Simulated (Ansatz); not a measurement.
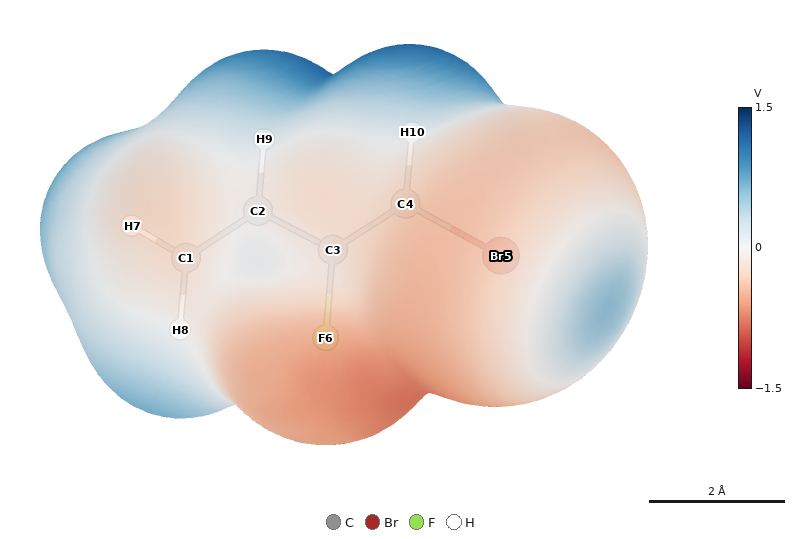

Figure 1: C₄H₄BrF. The molecular electrostatic potential painted on the density surface at 0.001 e/bohr³, seen at a tilt; red is negative and blue positive.

Geometry: B3LYP-D3(BJ)/def2-SVP.

Computed with isolated molecule in a Gaussian basis; Kohn-Sham density functional theory, functional PBE0 in Ansatz 0.2.0.

The calculation's input:

```
crystal:
  periodic: [false, false, false]
  atoms:
    - {symbol: C, position_ang: [-1.864196, 0.201632, 1.406117]}
    - {symbol: C, position_ang: [-0.895419, 0.863203, 0.755634]}
    - {symbol: C, position_ang: [0.474456, 0.385524, 0.645319]}
    - {symbol: C, position_ang: [1.454490, 1.038032, -0.003721]}
    - {symbol: Br, position_ang: [3.214466, 0.396538, -0.129596]}
    - {symbol: F, position_ang: [0.725045, -0.783751, 1.245228]}
    - {symbol: H, position_ang: [-2.878997, 0.600670, 1.461610]}
    - {symbol: H, position_ang: [-1.663769, -0.753298, 1.896979]}
    - {symbol: H, position_ang: [-1.100576, 1.819208, 0.265533]}
    - {symbol: H, position_ang: [1.263468, 1.990424, -0.496135]}
basis:
  gaussian: {orbitals: def2-SVPD}
output: {forces: true, orbitals: {seedname: orbitals}}
hamiltonian: {xc: pbe0}
```

Command:

```sh
ansatz run input.yaml --threads 2 --pin off --max-ram 4350MiB --events-out events.jsonl --progress --plain --runs-dir runs
```

### Describe the electrostatic potential map.

The most negative region (about −0.8 V) lies over Br5 and F6, the most positive (about +1.2 V) over H9 and H10. Br5 shows a σ-hole: about +0.6 V at the tip opposite its bond, against about −0.5 V on its flanks.
